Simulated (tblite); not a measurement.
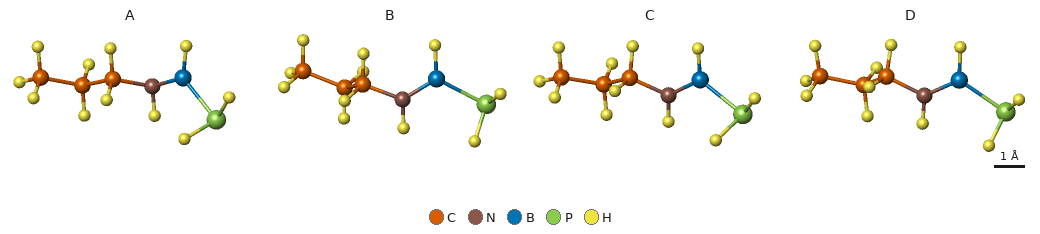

4 geometries from one relaxation of C₃H₁₁BNP, in shuffled order. The picture is a ball-and-stick view, seen at a tilt.

These are results of GFN2-xTB geometry optimisation, gas phase (tblite 0.8.0), not measurements. 

> Put them in the order of the run, from the start to the converged end.

A, C, D, B. They are steps 0, 18, 47, 116, at +1.109 eV, +0.276 eV, +0.054 eV relative to the last. The largest move after the best rigid fit is that of an H atom, 1.38 Å. By element the largest moves are H 1.38 Å, N 1.14 Å, P 0.90 Å, C 0.59 Å, B 0.28 Å. Near-neighbour distances that change, for instance: B–N 1.535 → 1.377 Å, H–P 1.455 → 1.383 Å, C–H 1.121 → 1.092 Å, B–P 1.941 → 1.911 Å. Among the angles between lasting bonds that change: C–N–B 110.2° → 127.7°, B–N–H 108.2° → 120.5°, B–P–H 93.3° → 97.8°. Groups turn about B–P by about 40°. The energy falls by 1.109 eV in 116 geometry steps.
